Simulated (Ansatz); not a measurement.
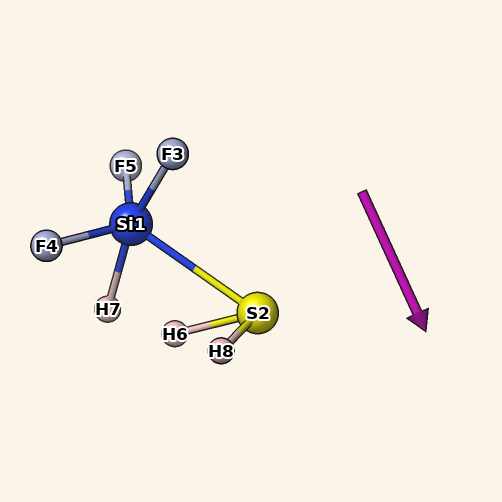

The arrow beside the molecule shows the direction of the dipole moment, from the negative to the positive end (its length means nothing). Computed geometry: PBE0-D4/def2-TZVP saddle-point search. Properties computed with RKS PBE0-D4/def2-TZVP (Ansatz 0.2.0).

Q: Estimate the dipole moment.

A: 3.12 D; it points from the side of F5 to the side of H8 (the outermost atoms at the two ends).
